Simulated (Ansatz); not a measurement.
# AsH₂ (doublet): PBE, r2SCAN, PBE0, B3LYP, wB97M-V, B2PLYP, RPA-PBE over vertical spin and charge gaps, aug-cc-pVDZ

Aim: run AsH₂ (doublet) with these functionals over vertical spin and charge gaps, and hold them against the top wave-function level at the same points.

Computed with Ansatz 0.2.0, Gaussian basis. Level: aug-cc-pVDZ, all electrons in the functionals, frozen cores in the correlation of double hybrids and RPA.

The runs, in order: PBE, r2SCAN, PBE0, B3LYP, wB97M-V, B2PLYP, RPA-PBE, at charge 0, doublet; charge 0, quartet; charge 1, triplet.

3 further runs of the same task are left out: 3 set aside as unsound or not needed.

## 1. The geometry

The geometry is a PBE0/def2-TZVP stationary point (not a proven minimum). No spin-orbit coupling is included. The filled d shell of As may be among the frozen orbitals whatever the setting's name suggests; the logs give the count.

3 atoms, charge 0, spin multiplicity 2.

Atoms are counted from 1 here; the program's logs count them from 0.

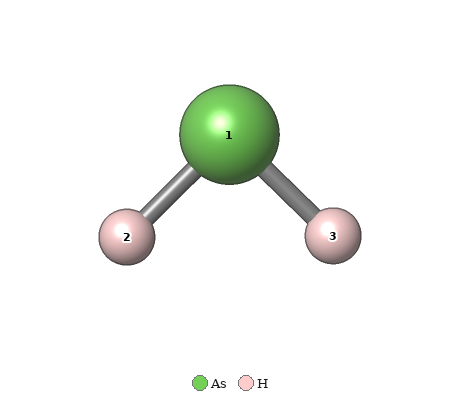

The geometry (arsenic green, hydrogen pink); atoms are numbered from 1 in the order of the file.

No dispersion term is added; wB97M-V holds VV10 nonlocal correlation. B3LYP takes the VWN-RPA correlation.

The geometry shown and the zero of energy belong to the point charge 0, doublet. The yardstick, FCI, and other wave-function levels (R restricted, U unrestricted, valence and pair active spaces) come from earlier runs.

## 2. PBE, charge 0, doublet

Contents of in.yaml:

```yaml
crystal:
  periodic: [false, false, false]
  atoms:
    - {symbol: As, position_ang: [0.000000, -0.028104, 0.000000]}
    - {symbol: H, position_ang: [0.000000, 1.044500, -1.085896]}
    - {symbol: H, position_ang: [0.000000, 1.044492, 1.085904]}
basis:
  gaussian: {orbitals: aug-cc-pVDZ}
magnetization: {spin_polarized: true, initial_magnetization: 1}
hamiltonian: {xc: {name: PBE}}
output: {orbitals: {seedname: orbitals}}
```

Launch:

```sh
$ ansatz run in.yaml --threads 1 --pin off --events-out ev --progress --plain --max-ram 2764MiB --backend cpu
```

After this run come: PBE, charge 0, quartet; PBE, charge 1, triplet; r2SCAN, charge 0, doublet; r2SCAN, charge 0, quartet; r2SCAN, charge 1, triplet; PBE0, charge 0, doublet; PBE0, charge 0, quartet; PBE0, charge 1, triplet; B3LYP, charge 0, doublet; B3LYP, charge 0, quartet; B3LYP, charge 1, triplet; wB97M-V, charge 0, doublet; wB97M-V, charge 0, quartet; wB97M-V, charge 1, triplet; B2PLYP, charge 0, doublet; B2PLYP, charge 0, quartet; B2PLYP, charge 1, triplet; RPA-PBE, charge 0, doublet; RPA-PBE, charge 0, quartet; RPA-PBE, charge 1, triplet.

Before running them: what should the planned runs give, taken together? Wanted: doublet to quartet, FCI; ionisation to the triplet cation, FCI; largest miss, PBE; largest miss, r2SCAN; largest miss, PBE0; largest miss, B3LYP; largest miss, wB97M-V; largest miss, B2PLYP; largest miss, RPA-PBE.

As calculated:

```
                             quantity                                             value
              doublet to quartet, FCI                                    136.3 kcal/mol
ionisation to the triplet cation, FCI                                    245.6 kcal/mol
                    largest miss, PBE  +5.3 kcal/mol (ionisation to the triplet cation)
                 largest miss, r2SCAN  +5.6 kcal/mol (ionisation to the triplet cation)
                   largest miss, PBE0  +5.3 kcal/mol (ionisation to the triplet cation)
                  largest miss, B3LYP  +9.0 kcal/mol (ionisation to the triplet cation)
                largest miss, wB97M-V                +5.8 kcal/mol (doublet to quartet)
                 largest miss, B2PLYP                +5.1 kcal/mol (doublet to quartet)
                largest miss, RPA-PBE  +4.7 kcal/mol (ionisation to the triplet cation)
               largest miss, RCCSD(T)                +0.4 kcal/mol (doublet to quartet)
               largest miss, UCCSD(T)  -0.2 kcal/mol (ionisation to the triplet cation)
```

Of the functionals, RPA-PBE keep the smallest largest miss at the points compared (at most 4.7 kcal/mol) and B3LYP strays most (9.0 kcal/mol, at ionisation to the triplet cation). Functionals and the yardstick converge differently with the basis, so part of each miss in aug-cc-pVDZ is the basis.
